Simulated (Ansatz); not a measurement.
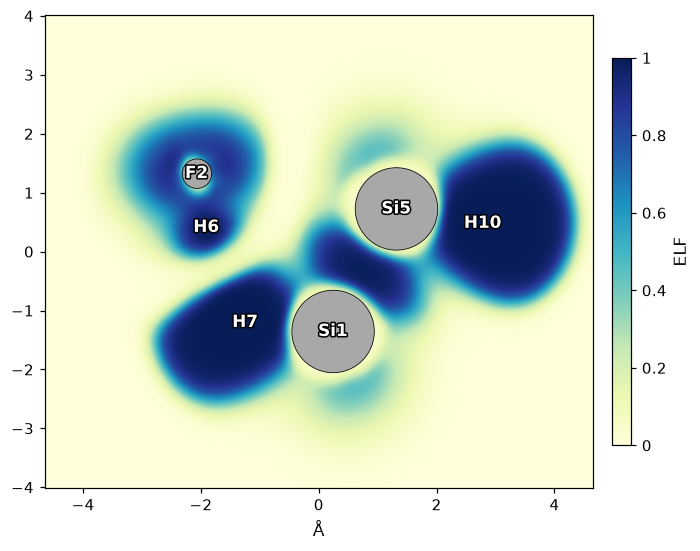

The picture shows: H₆Si₂···HF. ELF on the plane of atoms Si5, Si1 and H7. Grey discs cover the atomic cores.

The product side of a reaction path; geometry: PBE0-D4/def2-TZVP.

Method: RKS PBE0-D4/def2-TZVPP (Ansatz 0.2.0).

Input

```
crystal:
  periodic: [false, false, false]
  atoms:
    - {symbol: Si, position_ang: [-0.557593, -1.048444, 0.428546]}
    - {symbol: F, position_ang: [2.671284, 0.303561, -0.077306]}
    - {symbol: H, position_ang: [-1.179440, -2.045751, -0.480686]}
    - {symbol: H, position_ang: [-1.222714, -1.109082, 1.755945]}
    - {symbol: Si, position_ang: [-0.647320, 1.109167, -0.476638]}
    - {symbol: H, position_ang: [2.139428, -0.399794, 0.207816]}
    - {symbol: H, position_ang: [0.856861, -1.496896, 0.643746]}
    - {symbol: H, position_ang: [-0.011703, 2.079517, 0.449349]}
    - {symbol: H, position_ang: [0.031297, 1.139204, -1.796266]}
    - {symbol: H, position_ang: [-2.080099, 1.468517, -0.654506]}
basis:
  gaussian: {orbitals: def2-TZVPP}
hamiltonian: {xc: pbe0, dispersion: d4}
output: {orbitals: {seedname: orbitals}}
```

Run with:

```sh
ansatz run in.yaml --threads 4 --pin off --events-out ev --progress --plain --max-ram 9574MiB
```

Interpret the plot.

- The plane passes through Si, F and H nuclei.
- H6···H7 (1.74 Å): the ELF dips to about 0.10 between them.
- Si–Si (2.34 Å): the ELF peaks at about 1 between the atoms (a covalent bond).
- F–H (0.93 Å): the ELF climbs to about 1 towards the hydrogen, as it does in any bond to H (an ordinary covalent bond to hydrogen).
- Si–H (1.50 Å): the ELF climbs to about 1 towards the hydrogen.
- The ELF also peaks beside F2, away from the bonds: lone-pair regions.
